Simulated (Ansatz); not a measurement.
## Bands, cutoff and cost in G0W0 for CsCu2I3 (Cmcm)

Aim: see how the G0W0 gap of CsCu2I3 (Cmcm) on r2SCAN moves with empty bands and screening cutoff, and what each rung costs.

Main program and level: Ansatz 0.2.0; G0W0 on r2SCAN, plane waves, PAW.

In doubt: one-shot GW on d or f shells is unsure, so the values of those runs are not to be relied on.

### 1. Set-up

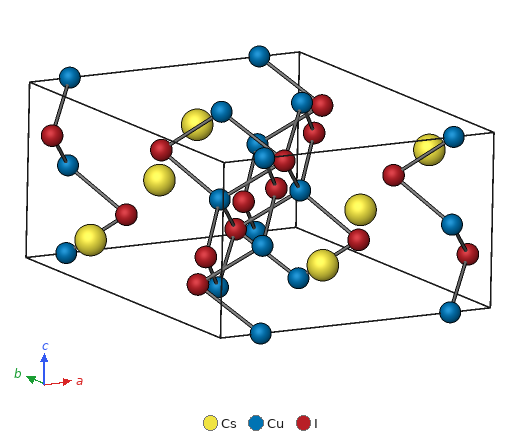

The cell as given, slightly off an axis (caesium yellow, copper blue, iodine red). This picture shows the conventional cell, with its axes. Some periodic images of atoms are drawn too.

The cell and positions come from the Crystallography Open Database and are kept as given unless a step says otherwise. Spin-orbit coupling is left out unless a step names it. The default PAW set here is soft_2. Its files were made with PBE.

### 2. 158 empty bands, screening to 30 eV

Now the one-shot GW correction: screening in the RPA, then the self-energy of the levels asked for.

File input.yaml:

```yaml
crystal:
  lattice:
    - [5.27395, -6.58625, 0.0]
    - [5.27395, 6.58625, 0.0]
    - [0.0, 0.0, 6.09718]
  atoms:
    - { symbol: Cs, position: [0.3278, 0.6722, 0.25] }
    - { symbol: Cs, position: [0.6722, 0.3278, 0.75] }
    - { symbol: Cu, position: [0.851, 0.851, 0.0] }
    - { symbol: Cu, position: [0.149, 0.149, 0.5] }
    - { symbol: Cu, position: [0.149, 0.149, 0.0] }
    - { symbol: Cu, position: [0.851, 0.851, 0.5] }
    - { symbol: I, position: [0.8796, 0.1204, 0.25] }
    - { symbol: I, position: [0.1204, 0.8796, 0.75] }
    - { symbol: I, position: [0.836, 0.598, 0.25] }
    - { symbol: I, position: [0.164, 0.402, 0.75] }
    - { symbol: I, position: [0.598, 0.836, 0.75] }
    - { symbol: I, position: [0.402, 0.164, 0.25] }
kpoints:
  mp_grid: { grid: [2, 2, 2] }
hamiltonian:
  xc: r2scan
scf:
  occupations: { method: fixed }
gw:
  n_empty_bands: 158
  ecut_chi: 30
  qp_bands: [v4, c4]
  qp_kpoints: band_edges
  screening: { model: contour_deformation }
```

Run with:

```
$ ansatz run input.yaml --threads 24 --pin off --max-ram 82944MiB --backend cuda --events-out ev --progress --plain --runs-dir out --devices 1 --max-vram 78GiB
```

Numbers of over 12 decimals in the logs are rounded to 6 here.

Output:

```text
GPUs: using 1 of 1 available (devices: 1).
Engine: ansatz 0.2.0, aarch64-unknown-linux-gnu
Pseudopotentials: kind: paw
Pseudopotential: Cs, paw, valence charge 9, recommended cutoff 500 eV (meta_gga), Cs.paw.azcp
Pseudopotential: Cu, paw, valence charge 19, recommended cutoff 500 eV (meta_gga), Cu.paw.azcp
Pseudopotential: I, paw, valence charge 17, recommended cutoff 500 eV (meta_gga), I.paw.azcp
Functional definition: r2SCAN
  parameter k0 = 0.174
  parameter k1 = 0.065
  parameter a1 = 4.9479
  exchange = r2scan_x(k0 = k0, k1 = k1, a1 = a1)
  correlation = r2scan_c
[...]
Crystal: 12 atoms, lattice volume = 423.578 Å³
Basis set: ecut = 500 eV, 10765 PW (Γ), exchange–correlation on 256×256×180 points (64 copies of the dense FFT grid, shifted against one another)
Bands: 118, of which v1, the nominal top of the filled ones, is band 98 counted from 1 (97 counted from 0)
Symmetry: 8 space group operations
Space group: Cmcm (ITA 63), of the structure as read, at distance tolerance 7.5e-5 Å
k-points: 6 of 8
Non-local potential: Cs, projectors of the file, l = 0: 3, l = 1: 2, l = 2: 2, l = 3: 2
Non-local potential: Cu, projectors of the file, l = 0: 3, l = 1: 2, l = 2: 3, l = 3: 1
Non-local potential: I, projectors of the file, l = 0: 2, l = 1: 2, l = 2: 2, l = 3: 2
PAW form: soft (Blöchl's): semilocal exchange-correlation on the pseudo side does not see the compensation charge
PAW frozen core: Cs, regenerated for the run's functional (the file was generated under x = pbe(κ = 0.804, μ = 0.219515), c = pbe(β = 0.066725))
PAW frozen core: Cu, regenerated for the run's functional (the file was generated under x = pbe(κ = 0.804, μ = 0.219515), c = pbe(β = 0.066725))
PAW frozen core: I, regenerated for the run's functional (the file was generated under x = pbe(κ = 0.804, μ = 0.219515), c = pbe(β = 0.066725))
PAW one-centre angular grid: Cs, 302 points (default); XC on 160 Gauss nodes
PAW one-centre angular grid: Cu, 590 points (default); XC on 160 Gauss nodes
PAW one-centre angular grid: I, 590 points (default); XC on 160 Gauss nodes
Initial density: superposition of atomic densities (neutral atoms: chi_scale 0, normalization atom), corrected by the library's trained network
Initial wavefunctions: pseudopotential atomic-orbital guess
[...]
Functional: x = r2scan, c = r2scan; τ floored in thin density (d = 2e-4 eV/Å³)
SCF iter   1: F=—  HF=-83073.777029 eV  |F-HF|=—  |Δ(HF+E_count)|=         —  Δρ=1.66e-2  dr2=6.99e-1  dr2_τ=7.73e-3  ethr=1.77e-3  ⟨swp⟩=5.3  Hψ=2276  notcnv=0  defer=100
preconditioner: auto → Resta (q_TF=auto, 2.399 Å⁻¹)  ε∞=4.5  [insulator: Δε(μ)=2.711 eV  Ē_g=9.651 eV  n_scr=96 (ndim 8)  ℏωp=18.0 eV  f_vac=0.164  ε∞_Penn≈4.5]
SCF iter   2: F=—  HF=-83073.789062 eV  |F-HF|=—  |Δ(HF+E_count)|=   1.20e-2  Δρ=9.58e-3  dr2=2.35e-1  dr2_τ=5.90e-3  ethr=3.57e-4  ⟨swp⟩=3.0  Hψ=1444  notcnv=0  defer=107
SCF iter   3: F=—  HF=-83073.697389 eV  |F-HF|=—  |Δ(HF+E_count)|=   9.17e-2  Δρ=3.53e-3  dr2=3.47e-2  dr2_τ=4.17e-4  ethr=1.20e-4  ⟨swp⟩=2.0  Hψ=1229  notcnv=0  defer=103
SCF iter   4: F=—  HF=-83073.692504 eV  |F-HF|=—  |Δ(HF+E_count)|=   4.88e-3  Δρ=4.16e-4  dr2=8.66e-4  dr2_τ=5.23e-5  ethr=1.77e-5  ⟨swp⟩=2.0  Hψ=948  notcnv=0  defer=108
SCF iter   5: F=—  HF=-83073.692924 eV  |F-HF|=—  |Δ(HF+E_count)|=   4.20e-4  Δρ=1.73e-4  dr2=1.43e-4  dr2_τ=5.19e-6  ethr=4.42e-7  ⟨swp⟩=2.0  Hψ=946  notcnv=0  defer=108
SCF iter   6: F=—  HF=-83073.692979 eV  |F-HF|=—  |Δ(HF+E_count)|=   5.54e-5  Δρ=6.80e-5  dr2=1.42e-5  dr2_τ=2.93e-7  ethr=7.31e-8  ⟨swp⟩=2.0  Hψ=922  notcnv=0  defer=108
SCF iter   7: F=—  HF=-83073.692983 eV  |F-HF|=—  |Δ(HF+E_count)|=   3.68e-6  Δρ=2.27e-5  dr2=1.97e-6  dr2_τ=1.45e-8  ethr=7.25e-9  ⟨swp⟩=2.0  Hψ=918  notcnv=0  defer=108
SCF iter   8: F=—  HF=-83073.692983 eV  |F-HF|=—  |Δ(HF+E_count)|=   1.40e-7  Δρ=4.34e-6  dr2=1.12e-7  dr2_τ=4.02e-9  ethr=1.00e-9  ⟨swp⟩=2.0  Hψ=1054  notcnv=0  defer=108
SCF iter   9: F=-83073.692983 eV  HF=-83073.692983 eV  |F-HF|=1.28e-9  |Δ(HF+E_count)|=   7.82e-8  Δρ=1.75e-6  dr2=1.41e-8  dr2_τ=1.01e-10  ethr=5.10e-11  ⟨swp⟩=15.5  Hψ=3821  notcnv=0
SCF 1 converged in 9 iterations: F = -83073.692983 eV  dr2 = 1.41e-8
[...]
SCF converged after 9 iterations
[...]
--- G₀W₀: contour deformation, 6 samples at zero and on the imaginary axis and 1 off it, 8 q-points, 158 empty bands' worth ---
  eigenvalues of the whole cell's RPA ε∞ on this k-mesh (on a slab, of 1 + 4πα/V) = 3.8060, 3.8789, 3.9259; static W/v taken at q = 0 is 0.257829
  gw.qp_kpoints: band_edges: 6 of 6 stored k-points solved, in 1 pass; an edge of the gap read off the rows below is read off those points alone
    ik  band        ε_KS         Σx   Σc(E_QP)       V_xc       Z   E_QP_lin       E_QP  E_QP is
     0    95      5.5798   -36.1750     5.3073   -29.5896  0.7364     4.2598     4.3017  root
     0    96      6.0319   -32.4423     4.4057   -27.0039  0.7578     4.9772     4.9992  root
     0    97      6.0570   -35.6486     4.8545   -29.6028  0.7491     4.8339     4.8657  root
     0    98      6.2437   -34.9115     4.6474   -29.1507  0.7546     5.1043     5.1303  root
     0    99      8.7399    -6.8001    -3.1265   -10.6903  0.8251     9.5111     9.5036  root
     0   100      9.5652    -7.9189    -2.7304   -11.1944  0.8220    10.1141    10.1104  root
     0   101      9.6592    -7.8597    -3.0051   -11.8778  0.8147    10.6869    10.6722  root
     0   102      9.6776    -8.5271    -3.1051   -12.8665  0.8114    10.9348    10.9119  root
     1    95      5.8566   -37.3289     5.3048   -30.7210  0.7389     4.5119     4.5536  root
     1    96      5.8566   -37.3289     5.3048   -30.7210  0.7389     4.5119     4.5536  root
     1    97      5.8869   -37.6305     5.3183   -31.0146  0.7389     4.5480     4.5893  root
     1    98      5.8869   -37.6305     5.3183   -31.0146  0.7389     4.5480     4.5893  root
     1    99      9.3608    -7.3104    -3.0812   -11.3556  0.8183    10.3377    10.3248  root
     1   100      9.3608    -7.3104    -3.0812   -11.3556  0.8183    10.3377    10.3248  root
     1   101      9.5933    -8.0006    -3.0951   -12.1773  0.8150    10.6918    10.6749  root
     1   102      9.5933    -8.0006    -3.0951   -12.1773  0.8150    10.6918    10.6749  root
     2    95      5.6333   -36.6247     5.3059   -29.9860  0.7353     4.2547     4.3005  root
     2    96      5.7443   -35.6752     5.1032   -29.3301  0.7425     4.4653     4.5024  root
     2    97      5.9979   -36.1490     4.9753   -29.9374  0.7458     4.7263     4.7616  root
     2    98      6.1353   -34.8893     4.7096   -29.0427  0.7524     4.9705     4.9983  root
     2    99      9.6923    -7.7360    -3.1596   -11.8822  0.8158    10.6936    10.6789  root
     2   100      9.8429    -8.3096    -2.9292   -12.1006  0.8152    10.7150    10.7047  root
     2   101      9.8848    -8.1915    -3.1126   -12.4590  0.8108    11.0604    11.0397  root
     2   102      9.9315    -8.9012    -3.2220   -13.4415  0.8070    11.2780    11.2499  root
[...]
5    95      5.7889   -37.5646     5.3483   -30.9134  0.7377     4.4437     4.4861  root
     5    96      5.7889   -37.5646     5.3483   -30.9134  0.7377     4.4437     4.4861  root
     5    97      5.9314   -37.9622     5.3065   -31.3416  0.7397     4.5755     4.6174  root
     5    98      5.9314   -37.9622     5.3065   -31.3416  0.7397     4.5755     4.6174  root
     5    99     10.4051    -7.9325    -3.2991   -12.4676  0.8093    11.6675    11.6411  root
     5   100     10.4051    -7.9325    -3.2991   -12.4676  0.8093    11.6675    11.6411  root
     5   101     10.5910    -8.5749    -3.3401   -13.2309  0.8058    11.9387    11.9070  root
     5   102     10.5910    -8.5749    -3.3401   -13.2309  0.8058    11.9387    11.9070  root
```

The job ended after 6.4 s (1 × NVIDIA GB200 (shared by 2 runs) with 24 threads of Arm Neoverse V2, shared host; peak memory 2.4 GiB; 17 s of CPU time).

Numbers from this step:

| Quantity | Value |
| --- | --- |
| bands summed | 256 |
| RPA ε∞ on this mesh (eigenvalues) | 3.806, 3.879, 3.926 |
| plane waves in the screening matrix | 165 |
| q-points in the mesh | 8 |
| G0W0 gap on the mesh | 4.373 eV |
| k of the valence top | 0, 0, 0 |
| k of the conduction bottom | 0, 0, 0 |
| starting gap on the mesh | 2.496 eV |
| Z at the valence top | 0.7546 |
| Z at the conduction bottom | 0.8251 |
| least direct G0W0 gap on the computed points | 4.373 eV |

The gap on the mesh goes from 2.50 eV to 4.37 eV, a correction of +1.88 eV. Between the two edge states, bare exchange in place of the xc potential would open the gap by 9.65 eV, and correlation takes back 7.77 eV.

### 3. 447 empty bands, screening to 60 eV

Another rung: the empty bands reach about as high as the screening cutoff, so the two stay in balance.

Edit input.yaml of step 2 so:

```diff
@@ -25,4 +25,4 @@
 gw:
-  n_empty_bands: 158
-  ecut_chi: 30
+  n_empty_bands: 447
+  ecut_chi: 60
   qp_bands: [v4, c4]
```

Output:

```text
GPUs: using 1 of 1 available (devices: 1).
[...]
Crystal: 12 atoms, lattice volume = 423.578 Å³
Basis set: ecut = 500 eV, 10765 PW (Γ), exchange–correlation on 256×256×180 points (64 copies of the dense FFT grid, shifted against one another)
Bands: 118, of which v1, the nominal top of the filled ones, is band 98 counted from 1 (97 counted from 0)
Symmetry: 8 space group operations
[...]
k-points: 6 of 8
[...]
SCF iter   1: F=—  HF=-83073.777029 eV  |F-HF|=—  |Δ(HF+E_count)|=         —  Δρ=1.66e-2  dr2=6.99e-1  dr2_τ=7.73e-3  ethr=1.77e-3  ⟨swp⟩=5.3  Hψ=2276  notcnv=0  defer=100
[...]
SCF iter   9: F=-83073.692983 eV  HF=-83073.692983 eV  |F-HF|=1.28e-9  |Δ(HF+E_count)|=   7.82e-8  Δρ=1.75e-6  dr2=1.41e-8  dr2_τ=1.01e-10  ethr=5.10e-11  ⟨swp⟩=15.5  Hψ=3821  notcnv=0
SCF 1 converged in 9 iterations: F = -83073.692983 eV  dr2 = 1.41e-8
[...]
SCF converged after 9 iterations
[...]
bands read: the sum over 545 bands ends inside a degenerate multiplet in 3 slots, whose members it reads at an even weight; the widest, k=1: bands 545 to 546 (counted from 1) at 1/2 each
[...]
0    95      5.5798   -36.1750     5.8325   -29.5896  0.7223     4.8137     4.8270  root
     0    96      6.0319   -32.4423     4.7685   -27.0039  0.7447     5.3534     5.3621  root
     0    97      6.0570   -35.6486     5.3621   -29.6028  0.7344     5.3636     5.3732  root
     0    98      6.2437   -34.9115     5.1057   -29.1507  0.7402     5.5803     5.5886  root
     0    99      8.7399    -6.8001    -3.4124   -10.6903  0.8234     9.2204     9.2177  root
     0   100      9.5652    -7.9189    -2.8655   -11.1944  0.8188     9.9773     9.9753  root
     0   101      9.6592    -7.8597    -3.3144   -11.8778  0.8111    10.3694    10.3629  root
     0   102      9.6776    -8.5271    -3.4922   -12.8665  0.8072    10.5344    10.5248  root
[...]
5    99     10.4051    -7.9325    -3.7087   -12.4676  0.8056    11.2419    11.2314  root
     5   100     10.4051    -7.9325    -3.7087   -12.4676  0.8056    11.2419    11.2314  root
     5   101     10.5910    -8.5749    -3.7630   -13.2309  0.8016    11.4968    11.4840  root
     5   102     10.5910    -8.5749    -3.7630   -13.2309  0.8016    11.4968    11.4840  root
```

Elapsed: 8.4 s, on 1 × NVIDIA GB200 (shared by 2 runs) with 24 threads; peak memory 3.2 GiB; 27 s of CPU time.

Numbers from this step:

```
bands summed                                 : 545
RPA ε∞ on this mesh (eigenvalues)            : 3.807, 3.884, 3.940
plane waves in the screening matrix          : 461
q-points in the mesh                         : 8
G0W0 gap on the mesh                         : 3.629 eV
k of the valence top                         : 0, 0, 0
k of the conduction bottom                   : 0, 0, 0
starting gap on the mesh                     : 2.496 eV
Z at the valence top                         : 0.7402
Z at the conduction bottom                   : 0.8234
least direct G0W0 gap on the computed points : 3.629 eV
```

Against the run with 2×2×2 mesh, 158 empty bands, screening to 30 eV, the gap moves by −0.74 eV.

### 4. 961 empty bands, screening to 100 eV

Edit input.yaml of step 3 so:

```diff
@@ -25,4 +25,4 @@
 gw:
-  n_empty_bands: 447
-  ecut_chi: 60
+  n_empty_bands: 961
+  ecut_chi: 100.0
   qp_bands: [v4, c4]
```

Output:

```text
GPUs: using 1 of 1 available (devices: 1).
[...]
Crystal: 12 atoms, lattice volume = 423.578 Å³
Basis set: ecut = 500 eV, 10765 PW (Γ), exchange–correlation on 256×256×180 points (64 copies of the dense FFT grid, shifted against one another)
Bands: 118, of which v1, the nominal top of the filled ones, is band 98 counted from 1 (97 counted from 0)
Symmetry: 8 space group operations
[...]
k-points: 6 of 8
[...]
0   101      9.6592    -7.8597    -3.4771   -11.8778  0.8099    10.2039    10.2002  root
     0   102      9.6776    -8.5271    -3.6867   -12.8665  0.8060    10.3357    10.3303  root
[...]
5    99     10.4051    -7.9325    -3.9334   -12.4676  0.8044    11.0120    11.0068  root
     5   100     10.4051    -7.9325    -3.9334   -12.4676  0.8044    11.0120    11.0068  root
     5   101     10.5910    -8.5749    -3.9931   -13.2309  0.8003    11.2604    11.2539  root
     5   102     10.5910    -8.5749    -3.9931   -13.2309  0.8003    11.2604    11.2539  root
[key lines of the parts left out:]
SCF converged after 9 iterations
```

Elapsed: 14 s, on 1 × NVIDIA GB200 (shared by 2 runs) with 24 threads; peak memory 4.8 GiB.

This step gave:

```
bands summed                                 : 1059
RPA ε∞ on this mesh (eigenvalues)            : 3.806, 3.884, 3.942
plane waves in the screening matrix          : 955
G0W0 gap on the mesh                         : 3.354 eV
k of the valence top                         : 0, 0, 0
k of the conduction bottom                   : 0, 0, 0
starting gap on the mesh                     : 2.496 eV
least direct G0W0 gap on the computed points : 3.354 eV
```

Against the run with 2×2×2 mesh, 447 empty bands, screening to 60 eV, the gap moves by −0.27 eV.

### 5. Changing the frequency model: 2×2×2 mesh, 447 empty bands, screening to 60 eV, plasmon pole

A plasmon pole stands in for the full frequency dependence of the screening; this run shows what that costs in accuracy. Bands and cutoff differ from the step before, so it is read against an earlier run that matches them.

Edit input.yaml of step 4 so:

```diff
@@ -25,6 +25,6 @@
 gw:
-  n_empty_bands: 961
-  ecut_chi: 100.0
+  n_empty_bands: 447
+  ecut_chi: 60
   qp_bands: [v4, c4]
   qp_kpoints: band_edges
-  screening: { model: contour_deformation }
+  screening: { model: godby_needs }
```

Output:

```text
GPUs: using 1 of 1 available (devices: 1).
[...]
Crystal: 12 atoms, lattice volume = 423.578 Å³
Basis set: ecut = 500 eV, 10765 PW (Γ), exchange–correlation on 256×256×180 points (64 copies of the dense FFT grid, shifted against one another)
Bands: 118, of which v1, the nominal top of the filled ones, is band 98 counted from 1 (97 counted from 0)
Symmetry: 8 space group operations
[...]
k-points: 6 of 8
[...]
0   101      9.6592    -7.8597    -3.3111   -11.8778  0.8293    10.3691    10.3662  root
     0   102      9.6776    -8.5271    -3.4892   -12.8665  0.8255    10.5322    10.5279  root
[...]
5    99     10.4051    -7.9325    -3.6898   -12.4676  0.8263    11.2547    11.2504  root
     5   100     10.4051    -7.9325    -3.6898   -12.4676  0.8263    11.2547    11.2504  root
     5   101     10.5910    -8.5749    -3.7413   -13.2309  0.8232    11.5113    11.5058  root
     5   102     10.5910    -8.5749    -3.7413   -13.2309  0.8232    11.5113    11.5058  root
[key lines of the parts left out:]
SCF converged after 9 iterations
```

It took 7.7 s on 1 × NVIDIA GB200 (shared by 2 runs) with 24 threads; peak memory 3.2 GiB.

This step gave:

* bands summed: 545
* plasmon-pole fit frequency: 25.26 eV
* RPA ε∞ on this mesh (eigenvalues): 3.807, 3.884, 3.940
* plane waves in the screening matrix: 461
* G0W0 gap on the mesh: 3.638 eV
* k of the valence top: 0, 0, 0
* k of the conduction bottom: 0, 0, 0
* starting gap on the mesh: 2.496 eV
* least direct G0W0 gap on the computed points: 3.638 eV

Against the run with 2×2×2 mesh, 447 empty bands, screening to 60 eV, the gap moves by +0.009 eV.

(Continued in part 2 of 2.)

[Paths, hosts, dates, memory and timing lines, banners, echoed tables and standing remarks are left out of the program output.]

[Logs are printed without paths, hosts, clocks, repeated set-up lines and the standing remarks that a program may print on its own settings, such as how far it seeks lower states.]

[Runs of the session that timed out or met a known fault of the program may be left out.]

[Cells called generated may have been cut or substituted from an entry of the Crystallography Open Database or the Materials Project.]

[Hosts, paths, dates, database ids (printed as entryN), source tags and the programs' standing remarks are cut or masked in the printed files.]
